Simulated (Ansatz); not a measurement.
# CH7Al2NO: the cost of one run

Program: Ansatz 0.2.0, driven from Python. The levels of theory stand in the script. These are calculated values, not measurements.

## (1) The structure

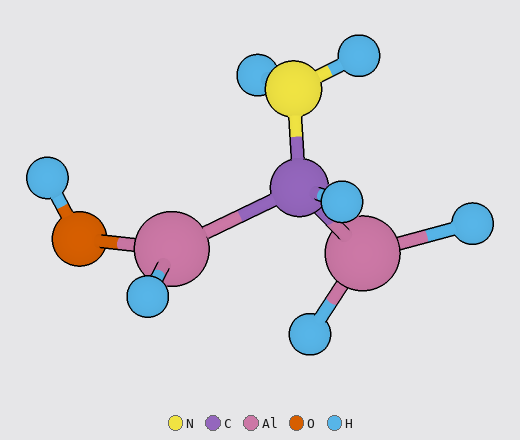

The starting structure, viewed from a chosen angle; nitrogen yellow, carbon purple, aluminium pink, oxygen orange, hydrogen blue.

The script holds or builds the structure itself.

## (2) The code

Contents of methods.py:

```python
'''CH7Al2NO at several levels of theory.'''

from pathlib import Path

import ansatz as az
import numpy as np

GEOMETRY = '''
N    -1.25360    0.31110    0.98890
C    -0.27230   -0.55430    0.48630
Al    1.53520   -0.00070    1.07440
Al   -0.23500   -0.61370   -1.51170
O    -0.01800    0.89460   -2.50110
H    -1.30660    0.33260    2.02090
H    -1.02990    1.33800    0.70780
H    -0.42950   -1.55950    0.85810
H     1.90040    0.11210    2.68960
H     2.68110    0.39200    0.03380
H    -0.59250   -2.01010   -2.23050
H    -0.90220    1.30260   -2.58230
'''


def main() -> None:
    mol = az.Crystal.molecule()
    for line in GEOMETRY.strip().splitlines():
        symbol, *xyz = line.split()
        mol = mol.atom(symbol, [float(v) for v in xyz])

    model = mol.calculation().basis(gaussian='cc-pVDZ')

    print('functional    E (Ha)        dipole (D)   HOMO (eV)  LUMO (eV)')
    for name in ['revpbe', 'r2scan0', 'hse06', 'hf', 'blyp']:
        summary = model.functional(name).forces().orbitals().run(threads=1, pin='off', runs_dir='runs').report
        lines = Path(summary['orbitals_path']).read_text().splitlines()
        field_of = lambda key: [line.split('=')[1].strip() for line in lines if line.startswith(key)]
        orbitals = [(27.211386 * float(e), s, float(n)) for e, s, n in zip(field_of('Ene='), field_of('Spin='), field_of('Occup='))]
        homo = max(e for e, _, n in orbitals if n > 0.5)
        lumo = min(e for e, _, n in orbitals if n < 0.5)
        dipole = 4.803205 * np.linalg.norm(summary['charge_distribution']['dipole_moment_e_ang'])
        print(f'{name:10s} {summary["free_energy_ev"] / 27.211386246:14.6f} {dipole:9.3f} {homo:11.3f} {lumo:10.3f}')


if __name__ == '__main__':
    main()
```

## (3) The input behind the calls

The package turns the script's settings into the engine's input (first run):

```yaml
crystal:
  periodic: [false, false, false]
  atoms:
    - { symbol: "N", position_ang: [-1.2536, 0.3111, 0.9889] }
    - { symbol: C, position_ang: [-0.2723, -0.5543, 0.4863] }
    - { symbol: Al, position_ang: [1.5352, -0.0007, 1.0744] }
    - { symbol: Al, position_ang: [-0.235, -0.6137, -1.5117] }
    - { symbol: O, position_ang: [-0.018, 0.8946, -2.5011] }
    - { symbol: H, position_ang: [-1.3066, 0.3326, 2.0209] }
    - { symbol: H, position_ang: [-1.0299, 1.338, 0.7078] }
    - { symbol: H, position_ang: [-0.4295, -1.5595, 0.8581] }
    - { symbol: H, position_ang: [1.9004, 0.1121, 2.6896] }
    - { symbol: H, position_ang: [2.6811, 0.392, 0.0338] }
    - { symbol: H, position_ang: [-0.5925, -2.0101, -2.2305] }
    - { symbol: H, position_ang: [-0.9022, 1.3026, -2.5823] }
basis:
  gaussian:
    orbitals: cc-pVDZ
hamiltonian:
  xc: revpbe
output:
  orbitals: {}
  forces: true
```

## (4) Running it

The run is started by

```console
$ python methods.py
```

What time and memory should one allow on 1 thread of Arm Neoverse V1, shared host?

About 35 s, with a peak of 0.33 GiB.
